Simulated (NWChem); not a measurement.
**InHF2 (SMILES [F][InH][F]) at B3LYP/def2-SVP (core potential)**

Aim: the electronic atomisation energy of InHF2 at B3LYP/def2-SVP (core potential), from 4 runs. 

The calculation is run with NWChem 7.3.0.

4 further runs of the same task are left out: 2 that didn't finish, 2 set aside as unsound or not needed.

## Step 1: The molecule

InHF2: 4 atoms, total charge 0, spin state singlet. SMILES: `[F][InH][F]`. The coordinates come from a PBE0-D4/def2-TZVP relaxation.

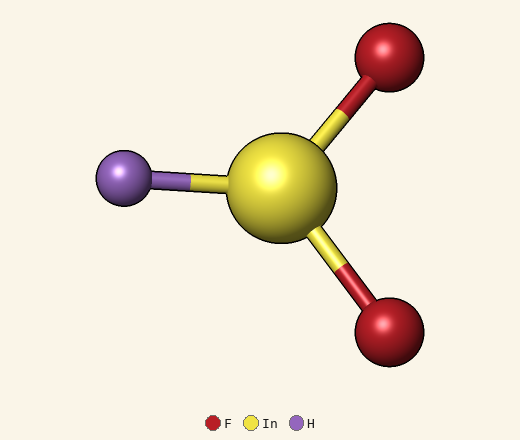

The structure, seen from a chosen angle (fluorine red, indium yellow, hydrogen purple).

## Step 2: The energy at B3LYP/def2-SVP (core potential) (run 1)

The input, f2hin.nw:

```
START f2hin
TITLE "F2HIn"
memory total 2200 mb
GEOMETRY noautosym nocenter noautoz
   F    -1.694300   -0.668800    0.241700
   In    0.043800    0.113800   -0.088400
   F     1.340800   -1.004700    0.811200
   H     0.365400    1.499400   -0.984800
END
BASIS spherical bse
   * library def2-SVP
END
ECP bse
   In library def2-SVP
END
DFT
   xc b3lyp
   grid fine
   convergence energy 1e-08
   maxiter 100
   mulliken
   noprint "final vectors analysis"
END
TASK dft energy
```

Launch:

```sh
$ nwchem f2hin.nw > f2hin.out
```

Output:

```text
[...]
          Wavefunction type:  closed shell.
          No. of atoms     :     4
          No. of electrons :    40
[...]
          Charge           :     0
          Spin multiplicity:     1
[...]
          AO basis - number of functions:    59
[...]
              XC Information
              --------------
                         B3LYP Method XC Potential
                     Hartree-Fock (Exact) Exchange  0.200
                        Slater Exchange Functional  0.800 local
                    Becke 1988 Exchange Functional  0.720 non-local
              Lee-Yang-Parr Correlation Functional  0.810
                  VWN I RPA Correlation Functional  0.190 local
[...]
 d= 0,ls=0.0,diis     1   -390.2120011578 -5.17D+02  4.14D-02  1.07D+00     1.0
[...]
 d= 0,ls=0.0,diis    10   -390.3560783972 -5.41D-11  1.13D-07  1.60D-10     6.7
         Total DFT energy =     -390.356078397178
      One electron energy =     -867.877467910218
           Coulomb energy =      388.943949700352
    Exchange-Corr. energy =      -38.176202749439
 Nuclear repulsion energy =      126.753642562127
[...]
      Total Density - Mulliken Population Analysis
     ---------------------------------------------
    Atom       Charge   Shell Charges
 -----------   ------   -------------------------------------------------------
    1 F    9     9.43   1.99  1.12  0.84  3.32  2.16  0.00
    2 In  21    20.08  -0.60  2.60  0.84  0.14  2.78  3.23  0.78  0.15  9.66  0.50
    3 F    9     9.43   1.99  1.12  0.84  3.32  2.16  0.00
    4 H    1     1.05   0.66  0.38  0.01
[...]
```

Wall time 7.5 s (1 thread of Intel Xeon Platinum 8559C (Emerald Rapids), shared host); peak memory 0.11 GiB.

## Step 3: The F atom at the same level (run 2)

The input, f.nw:

```
start f
title "F energy"
memory total 2200 mb
charge 0

geometry units angstroms noautosym nocenter noautoz
  F        0.000000       0.000000       0.000000
end

basis spherical bse
  * library def2-SVP
end

dft
  xc b3lyp
  mult 2
  grid fine
  convergence energy 1e-08
  iterations 100
  mulliken
  noprint "final vectors analysis"
end

task dft
```

Run the same way, it converges to -99.64047 Eh (log not shown).

Run 3 isn't shown in full; the table further down has it.

## Step 4: The In atom at the same level (run 4)

The input, geom.nw:

```
start geom
title "In B3LYP"
memory 2200 mb
charge 0
geometry units angstroms noautosym nocenter noautoz
   In       0.000000       0.000000       0.000000
end
basis spherical bse
   * library def2-SVP
end
ecp bse
   In library def2-SVP
end
dft
   xc b3lyp
   mult 2
   grid fine
   convergence energy 1e-08
   maxiter 100
   mulliken
   noprint "final vectors analysis"
end
task dft energy
```

Run the same way, it converges to -190.18168 Eh (log not shown).

## Step 5: All runs side by side

```csv
run,level,core potential,partner,energy (Eh),wall time
1,B3LYP/def2-SVP (core potential),def2-SVP,base,-390.356078,7.5 s
2,UB3LYP/def2-SVP,–,atoms,-99.640474,0.7 s
3,UB3LYP/def2-SVP,–,atoms,-0.501259,0.6 s
4,UB3LYP/def2-SVP (core potential),def2-SVP,atoms,-190.181678,2.1 s
```

## Step 6: What came out

Level: B3LYP/def2-SVP (core potential).

| quantity | value |
| --- | --- |
| In atom: total energy | -190.18168 Eh |
| In atom: ⟨S²⟩ | 0.752 |
| electronic atomisation energy | 10.672 eV |

In words: Taking the molecule apart into free atoms costs 10.67 eV (246 kcal/mol), before zero-point energy and without spin-orbit coupling. All runs together took 11 s, the longest 7.5 s.
